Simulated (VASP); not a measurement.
Band structure of Cs₂AgBiBr₆ (space group Fm-3m). Method: PBEsol GGA, VASP's PBE PAW potentials (set 64) (plane waves; VASP).

Unless said otherwise, spin-orbit coupling is left out, though it shifts the bands of the heavy elements here.

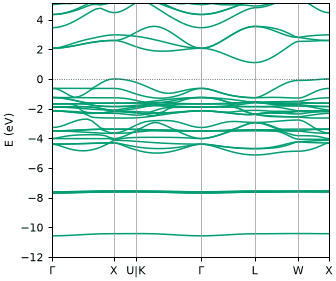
Bands along high-symmetry lines, zero at the valence-band maximum or, without a gap, the Fermi level

Problem. Read the plot: is there a gap, and where are the band edges?

Solution. The gap is indirect, 1.10 eV, from the valence maximum at X to the conduction minimum at L. (Edges off the drawn lines would not show.)

The structure comes from a computed database's Cs2AgBiBr6 entry (Fm-3m); how it stands against other phases isn't given here. It was relaxed first, which changed the volume by -8 %.
